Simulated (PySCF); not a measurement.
System: C₃H₉NO₂Si₂ (charge −1, doublet).

Input

```
{"job": {"kind": "epr", "basis": "pcH-1"}, "charge": -1, "multiplicity": 2}
N      2.388750     1.096203    -0.729073
C      2.248808     0.485085     0.572147
O      3.307052     0.170010     1.189725
Si     0.560327    -0.084801     1.021048
C     -0.624623    -1.530789     0.407434
C     -1.449336    -1.025779    -0.774019
Si    -1.770086     0.813905    -0.420783
O     -0.489027     1.166776     0.465071
H      1.603771     1.708227    -0.917696
H      3.267624     1.600940    -0.781232
H      0.367616    -0.097324     2.487835
H     -0.100252    -2.455541     0.146217
H     -1.307366    -1.783953     1.226605
H     -0.855524    -1.114875    -1.687765
H     -2.352876    -1.625360    -0.927691
H     -1.797152     1.642850    -1.636517
H     -3.004704     1.046455     0.348783
```

Launched as:

```sh
OMP_NUM_THREADS=1 python probes_run.py task.json out
```

Geometry: GFN2-xTB.

The calculation used UKS B3LYP, pcH-1 on C H N O Si, non-relativistic, mean-field spin-orbit, GIAO (PySCF 2.14.0, density-fitted response routines).

**Predict the electron density, electron localisation function and spin density between the atoms.**

C–O (1.27 Å): ρ is about 2.9 e/Å³ halfway; the ELF peaks at about 0.85 between the atoms; a polar covalent bond.
C–Si (1.84 Å): ρ is about 1 e/Å³ halfway; the ELF peaks at about 0.95 between the atoms (localised, covalent bonding).
The unpaired spin (1 electron) lies mostly on Si4 (about 0.3), C2 (about 0.3), O3 (about 0.2) and N1 (about 0.1), in electrons by Hirshfeld's partition.

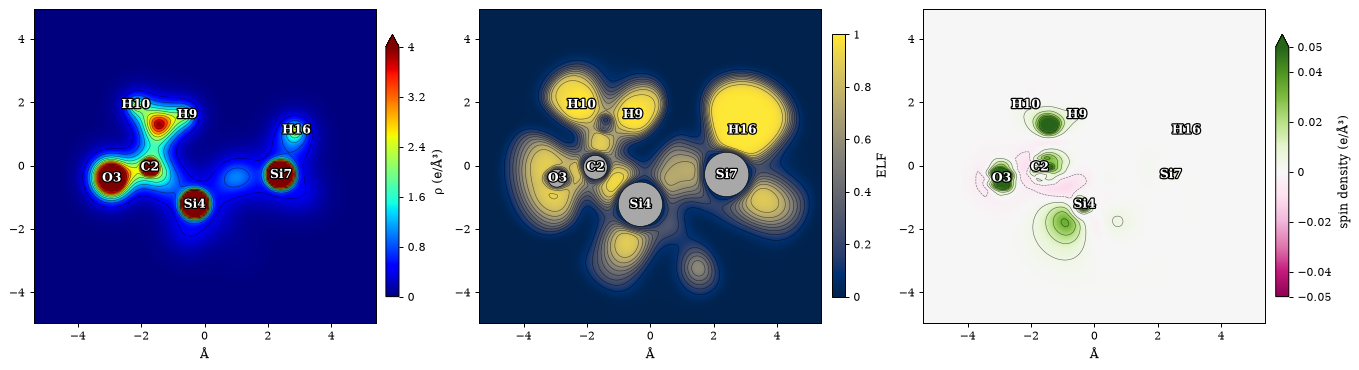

Computed electron density, electron localisation function and spin density on the plane of atoms O3, C2 and Si4, in this order. Grey discs cover the atomic cores in the ELF map. 
